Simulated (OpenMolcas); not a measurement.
# One shape, several levels: SiH3OF (SMILES O[SiH2]F)

We compute a comparison of 6 runs (M06-2X/aug-cc-pVDZ, M06-L/aug-cc-pVDZ, PBE/aug-cc-pVDZ, TPSS/aug-cc-pVDZ, r2SCAN/aug-cc-pVDZ, revPBE/aug-cc-pVDZ) of SiH3OF. 

Program for the calculation: OpenMolcas 26.06.

1 further run of the same task is left out (set aside as unsound or not needed).

**1. Starting point**

SiH3OF: 6 atoms, total charge 0, spin state singlet. As SMILES, `O[SiH2]F`. The coordinates come from a PBE0-D4/def2-TZVP relaxation. This is one conformer, not always the lowest.

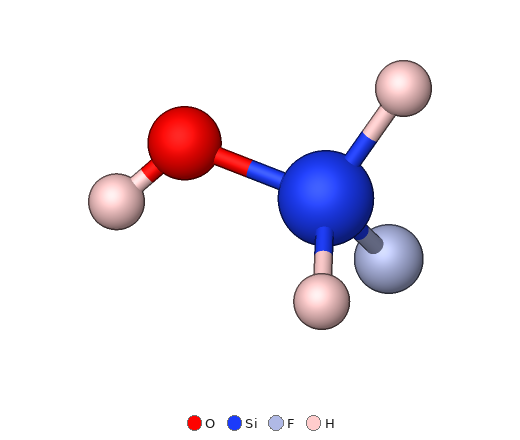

The structure, seen from a chosen angle (oxygen red, silicon blue, fluorine light blue, hydrogen pink).

**2. Energy and gradient at M06-2X/aug-cc-pVDZ (run 1)**

job.input

```
* FH3OSi Kohn-Sham DFT

&GATEWAY
 BasLib=$CurrDir
 BasisSet
 O.aug-cc-pVDZ....
 O1 -0.853500 -0.209200 -0.924100 angstrom
 End of Basis
 BasisSet
 Si.aug-cc-pVDZ....
 Si2 0.378300 -0.009300 0.123900 angstrom
 End of Basis
 BasisSet
 F.aug-cc-pVDZ....
 F3 0.180800 -0.922800 1.417800 angstrom
 End of Basis
 BasisSet
 H.aug-cc-pVDZ....
 H4 -1.714200 0.150200 -0.705600 angstrom
 H5 1.595600 -0.458500 -0.575800 angstrom
 H6 0.455100 1.385600 0.617600 angstrom
 End of Basis

&SEWARD
 GridInput
 Grid=UltraFine
 End of Grid

&SCF
 KSDFT=M062X
 Thresholds=1e-10 1e-07 1e-07 1e-05
 PrOrbitals=1 1

&ALASKA
```

The basis set aug-cc-pVDZ is read from a file made from the Basis Set Exchange's data (not shown).

Started as:

```sh
export MOLCAS_MEM=1860
pymolcas job.input > job.log
```

The program printed:

```text
--- Start Module: gateway ---
[...]
--- Stop Module: gateway /rc=_RC_ALL_IS_WELL_ ---
[...]
      Basis functions          100
[...]
--- Start Module: scf ---
[...]
       Convergence after  12 Iterations
[...]
::    Total KS-DFT energy                            -466.3943064516
[...]
      Total spin, S                                     0.0000000000
[...]
      Total electronic charge=   34.000000
      Total            charge=   -0.000000
[...]
      Dipole Moment (debye):
      Origin of the operator (angstrom)=    0.0107   -0.3039    0.2266
                   X= -6.8755E-01               Y=  1.4129E+00               Z= -3.4261E-01           Total=  1.6082E+00
      Quadrupole Moment (debye*angstrom):
[...]
--- Stop Module: scf /rc=_RC_ALL_IS_WELL_ ---
[...]
--- Start Module: alaska ---
[...]
 *              Molecular gradients               *
 **************************************************
  Irreducible representation: a
 ------------------------------------------------------------------------------------------
                              X                       Y                       Z
 ------------------------------------------------------------------------------------------
  O1                1.73089265129232E-02    4.80682643200891E-03    1.65109624221103E-02
  SI2              -2.36125231135240E-02   -2.02219018180063E-02    6.82082385223159E-03
  F3                4.23745039187784E-03    1.67021881356124E-02   -2.28085099502806E-02
  H4                2.71036967464156E-03   -1.10048812240526E-03   -5.36997155455576E-04
  H5               -7.83787438431105E-04    5.08021812658521E-04    3.69114653835378E-04
  H6                1.39563972527901E-04   -6.94646439781010E-04   -3.55393822424110E-04
 ------------------------------------------------------------------------------------------
--- Stop Module: alaska /rc=_RC_ALL_IS_WELL_ ---
[...]
```

Run time: 46 s. Hardware: 1 thread of Arm Neoverse V1, shared host; peak memory 0.56 GiB.

**3. Energy and gradient at M06-L/aug-cc-pVDZ (run 2)**

mol.xyz

```xyz
6

O     -0.853500    -0.209200    -0.924100
Si     0.378300    -0.009300     0.123900
F      0.180800    -0.922800     1.417800
H     -1.714200     0.150200    -0.705600
H      1.595600    -0.458500    -0.575800
H      0.455100     1.385600     0.617600
```

job.inp

```
* FH3OSi Kohn-Sham DFT
&GATEWAY
BasLib = $CurrDir
Coord = mol.xyz
Basis = aug-cc-pVDZ
Group = NoSym
&SEWARD
GridInput
Grid=UltraFine
End of Grid
&SCF
KSDFT = M06L
Thresholds = 1e-10 1e-07 1e-07 1e-05
PrOrbitals = 1 2
&ALASKA
```

The basis set aug-cc-pVDZ is read from a file made from the Basis Set Exchange's data (not shown).

Started as:

```sh
export MOLCAS_MEM=1860
pymolcas job.inp > job.log
```

The program printed:

```text
--- Start Module: gateway ---
[...]
--- Stop Module: gateway /rc=_RC_ALL_IS_WELL_ ---
[...]
      Basis functions          100
[...]
--- Start Module: scf ---
[...]
       Convergence after  15 Iterations
[...]
::    Total KS-DFT energy                            -466.4545239905
[...]
      Total spin, S                                     0.0000000000
[...]
      Total electronic charge=   34.000000
      Total            charge=   -0.000000
[...]
      Dipole Moment (debye):
      Origin of the operator (angstrom)=    0.0107   -0.3039    0.2266
                   X= -6.8425E-01               Y=  1.3738E+00               Z= -3.5275E-01           Total=  1.5748E+00
      Quadrupole Moment (debye*angstrom):
[...]
--- Stop Module: scf /rc=_RC_ALL_IS_WELL_ ---
[...]
--- Start Module: alaska ---
[...]
 *              Molecular gradients               *
 **************************************************
  Irreducible representation: a
 ------------------------------------------------------------------------------------------
                              X                       Y                       Z
 ------------------------------------------------------------------------------------------
  O1                1.89992697217427E-02    4.54204505453548E-03    1.76171022674101E-02
  SI2              -2.21955290541658E-02   -2.09316078928552E-02    6.70210976132979E-03
  F3                3.90746402796799E-03    1.73102602210236E-02   -2.38336145857225E-02
  H4                1.36405000654705E-04   -3.66358635388142E-04   -6.33028431032523E-04
  H5               -6.70374759448755E-04    8.74953051271832E-04    9.38837287532301E-04
  H6               -1.77234936700410E-04   -1.42929179857454E-03   -7.91406299543995E-04
 ------------------------------------------------------------------------------------------
--- Stop Module: alaska /rc=_RC_ALL_IS_WELL_ ---
[...]
```

Run time: 55 s. Hardware: 1 thread of Arm Neoverse V1, shared host; peak memory 0.56 GiB.

Runs 3 to 5 aren't shown in full; the table further down has their settings and results.

**4. Energy and gradient at revPBE/aug-cc-pVDZ (run 6)**

run.input

```
* FH3OSi Kohn-Sham DFT

&GATEWAY
  BasLib=$CurrDir
  Coord
  6
  angstrom
  O       -0.853500      -0.209200      -0.924100
  Si       0.378300      -0.009300       0.123900
  F        0.180800      -0.922800       1.417800
  H       -1.714200       0.150200      -0.705600
  H        1.595600      -0.458500      -0.575800
  H        0.455100       1.385600       0.617600
  Basis=aug-cc-pVDZ
  Group=NoSym

&SEWARD
  GridInput
  Grid=UltraFine
  End of Grid

&SCF
  KSDFT=revPBE
  Thresholds=1e-10 1e-07 1e-07 1e-05
  PrOrbitals=1 1

&ALASKA
```

The basis set aug-cc-pVDZ is read from a file made from the Basis Set Exchange's data (not shown).

Started as:

```sh
export MOLCAS_MEM=1860
pymolcas run.input > run.log
```

The program printed:

```text
--- Start Module: gateway ---
[...]
--- Stop Module: gateway /rc=_RC_ALL_IS_WELL_ ---
[...]
      Basis functions          100
[...]
--- Start Module: scf ---
[...]
       Convergence after  14 Iterations
[...]
::    Total KS-DFT energy                            -466.3513404189
[...]
      Total spin, S                                     0.0000000000
[...]
      Total electronic charge=   34.000000
      Total            charge=   -0.000000
[...]
      Dipole Moment (debye):
      Origin of the operator (angstrom)=    0.0107   -0.3039    0.2266
                   X= -7.3784E-01               Y=  1.2811E+00               Z= -3.4494E-01           Total=  1.5181E+00
      Quadrupole Moment (debye*angstrom):
[...]
--- Stop Module: scf /rc=_RC_ALL_IS_WELL_ ---
[...]
--- Start Module: alaska ---
[...]
 *              Molecular gradients               *
 **************************************************
  Irreducible representation: a
 ------------------------------------------------------------------------------------------
                              X                       Y                       Z
 ------------------------------------------------------------------------------------------
  O1                2.02180073601523E-02    1.03912885204149E-02    3.05914685189350E-02
  SI2              -2.92322971378614E-02   -2.77717463408447E-02    9.62160042357274E-03
  F3                5.52365611678451E-03    2.76504777682671E-02   -3.89321703046779E-02
  H4                1.09493372280127E-02   -4.87000015884620E-03   -2.86740588187795E-03
  H5               -6.73565452097424E-03    2.77181397918080E-03    4.47498089828091E-03
  H6               -7.23049046082336E-04   -8.17183376813269E-03   -2.88847365417322E-03
 ------------------------------------------------------------------------------------------
--- Stop Module: alaska /rc=_RC_ALL_IS_WELL_ ---
[...]
```

Wall time 37 s (1 thread of Arm Neoverse V1, shared host); peak memory 0.56 GiB.

**5. The series**

```tsv
run	level	energy (Eh)	dipole moment (D)	HOMO energy (eV)	LUMO energy (eV)	wall time
1	M06-2X/aug-cc-pVDZ	-466.394306	1.61	-10.70	-0.24	46 s
2	M06-L/aug-cc-pVDZ	-466.454524	1.57	-8.11	-0.47	55 s
3	PBE/aug-cc-pVDZ	-466.144077	1.53	-7.84	-1.03	37 s
4	TPSS/aug-cc-pVDZ	-466.515948	1.53	-8.04	-0.85	50 s
5	r2SCAN/aug-cc-pVDZ	-466.371324	1.56	-8.20	-0.39	49 s
6	revPBE/aug-cc-pVDZ	-466.351340	1.52	-7.82	-1.03	37 s
```

**6. Outcome**

| quantity | value |
| --- | --- |
| run 6: total energy | -466.35134 Eh |
| run 6: dipole moment | 1.52 D |
| run 6: HOMO energy | -7.82 eV |
| run 6: LUMO energy | -1.03 eV |
| run 6: HOMO–LUMO gap | 6.79 eV |
| run 6: largest force on an atom | 2.472 eV/Å |

What this shows: The dipole moment (its size) runs from 1.52 D (revPBE/aug-cc-pVDZ) to 1.61 D (M06-2X/aug-cc-pVDZ). The HOMO–LUMO gap runs from 6.79 eV (revPBE/aug-cc-pVDZ) to 10.46 eV (M06-2X/aug-cc-pVDZ). Totals of different functionals can't be ranked against each other. All runs together took 4.6 min, the longest 55 s.
